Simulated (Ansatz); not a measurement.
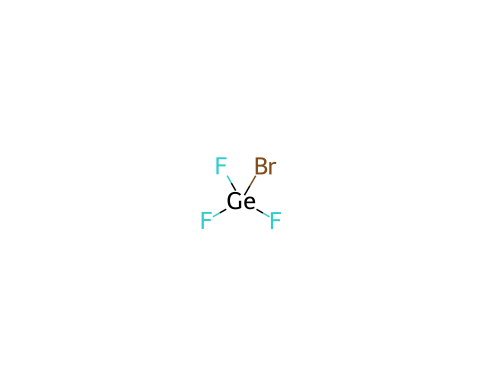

(Drawn from a calculation with Ansatz.)

2D structure.

> Write the SMILES.

[F][Ge]([F])([F])[Br]

> Give the formula, hydrogens included.

GeBrF3.

> An optimisation with PBE-D4/def2-SVP gave a structure of which point group?

C3v.
